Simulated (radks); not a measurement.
The Pt⁺ ion; electrons: [Xe] 4f14 5d9 (high spin). Level of theory: scalar-relativistic Kohn-Sham, BLYP, spin-polarised, spherical densities, finite nucleus. Computed with the in-house radial solver radks.

```
Z 78
configuration [Xe] 4f14 5d9
relativity scalar-relativistic
functional b88,lyp
spin polarised
nucleus finite rms 5.427 fm
c 137.035999084
```

Wanted: the number of electrons inside radius r (solid) and the radial density 4πr²ρ (dashed).

The count levels off at 77 electrons. Half of them lie within 0.378 bohr, 90 % within 1.31 bohr and 99 % within 2.71 bohr. The radial density has minima at 0.0222, 0.0951 and 0.271 bohr, where the count stands at 1.9, 11.1 and 30.0; these part the shells that the density resolves.

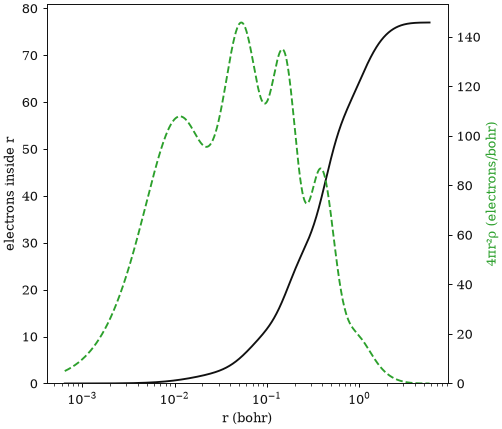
